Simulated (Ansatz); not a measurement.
**What a change does: single-point calculation on C2H7Ge**

System: C2H7Ge, multiplicity 2.
Method of run A: UKS SPW92/def2-TZVPP (Ansatz 0.2.0).

The geometry comes from this level: PBE0-D4/def2-TZVP. Text and figures count atoms from 1; the logs count them from 0 in places.

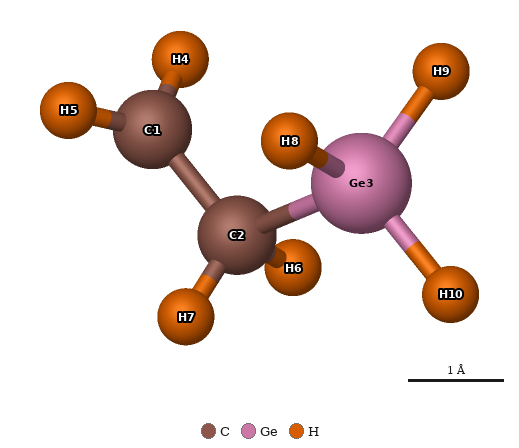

Fig. 1: The structure as given in the input (ball-and-stick view, seen at a tilt; atoms are numbered from 1 in the order of the input). Sticks mark near contacts. Bond lengths as drawn: C–C 1.47 Å, C–Ge 1.99 Å, C–H 1.08 to 1.09 Å and Ge–H 1.54 Å.

**Input, run A**
```yaml
crystal:
  periodic: [false, false, false]
  atoms:
    - {symbol: C, position_ang: [-0.793096, 0.468915, -1.252528]}
    - {symbol: C, position_ang: [-0.794349, 0.077521, 0.159237]}
    - {symbol: Ge, position_ang: [1.044096, -0.380569, 0.763931]}
    - {symbol: H, position_ang: [-0.851925, -0.277771, -2.033989]}
    - {symbol: H, position_ang: [-0.566475, 1.486307, -1.544541]}
    - {symbol: H, position_ang: [-1.406329, -0.808191, 0.348400]}
    - {symbol: H, position_ang: [-1.138895, 0.879983, 0.816688]}
    - {symbol: H, position_ang: [1.960261, 0.841154, 0.578081]}
    - {symbol: H, position_ang: [1.583857, -1.545609, -0.083297]}
    - {symbol: H, position_ang: [1.045856, -0.792841, 2.251020]}
basis:
  gaussian: {orbitals: def2-TZVPP}
magnetization: {spin_polarized: true, initial_magnetization: 1}
hamiltonian: {xc: lda}
output: {orbitals: {seedname: orbitals}}
```

Hardware: 4 CPU threads, shared host.

**Output (run A)**
```
Functional definition: SPW92
  exchange = slater_x
  correlation = pw_c
1131 factors; their error is unknown
mean field evaluation 1: about -58586.2984 eV, gradient 5.1e1 eV
mean field evaluation 2: about -58545.5545 eV, gradient 9.3e1 eV
mean field evaluation 4: about -58597.4906 eV, gradient 8.7e0 eV
mean field evaluation 8: about -58597.9043 eV, gradient 2.3e-1 eV
mean field evaluation 16: about -58597.8793 eV, gradient 5.6e-4 eV
mean field -58597.87925651 eV, -2153.4323436078 hartree, gradient 1.9e-5 eV, S^2 0.752093; 0 other end points of the search recorded, 0 dependent functions left out
reference -58597.87929432 eV, -2153.4323449972 hartree; 26, 25 occupied and 182, 183 virtual orbitals, 1131 factors
Total energy: -58597.87929432 eV, -2153.4323449972 hartree
```

For run B the input was changed thus:
```diff
-hamiltonian: {xc: lda}
+hamiltonian: {xc: {name: wB97X-V}}
```

How does run B compare with run A?

The total energies belong to different methods, so their difference says nothing on which is more stable or more accurate. The HOMO goes from −4.31 to −7.73 eV. The LUMO goes from −3.05 to 0.65 eV.

**Output (run B)**
```
Functional definition: wB97X-V
  parameter omega = 0.3/bohr
  parameter cx = 0.167
  parameter cx1 = 0.603
  parameter cx2 = 1.194
  parameter css0 = 0.556
  parameter css1 = -0.257
  parameter cos0 = 1.219
  parameter cos1 = -1.850
  parameter b = 6.0
  parameter c = 0.01
  exchange = spin_sum(e_x_unif_sr(omega)*poly(b97_u_x, 1 - cx, cx1, cx2)) + cx*exact_x_sr(omega) + exact_x_lr(omega)
  correlation = spin_sum(e_c_pw_same_spin*poly(b97_u_same, css0, css1))
      + integral(e_c_pw_opposite_spin*poly(b97_u_opposite, cos0, cos1)) + vv10(b, c)
1162 factors; their error is unknown
286 factors; integrals over basis functions are off by at most 7.7e-6 eV
mean field evaluation 1: about -58696.1414 eV, gradient 2.7e1 eV
mean field evaluation 2: about -58697.4405 eV, gradient 2.3e1 eV
mean field evaluation 4: about -58699.4084 eV, gradient 1.4e0 eV
mean field evaluation 8: about -58699.4303 eV, gradient 4.9e-2 eV
mean field evaluation 16: about -58699.5971 eV, gradient 7.8e-5 eV
mean field -58699.59712754 eV, -2157.1704064210 hartree, gradient 7.8e-5 eV, S^2 0.754773; 0 other end points of the search recorded, 0 dependent functions left out
reference -58699.59712574 eV, -2157.1704063551 hartree; 26, 25 occupied and 182, 183 virtual orbitals, 1162 factors
Total energy: -58699.59712574 eV, -2157.1704063551 hartree
```

**The two runs side by side**

| quantity | run A | run B |
| --- | --- | --- |
| outcome | converged | converged |
| total energy (hartree) | −2153.432345 | −2157.170406 |
| HOMO (eV) | −4.31 | −7.73 |
| LUMO (eV) | −3.05 | 0.65 |
| ⟨S²⟩ | 0.752 | 0.755 |
| basis functions | 208 | 208 |
| wall time (shared host) | 1.6 s | 11 s |
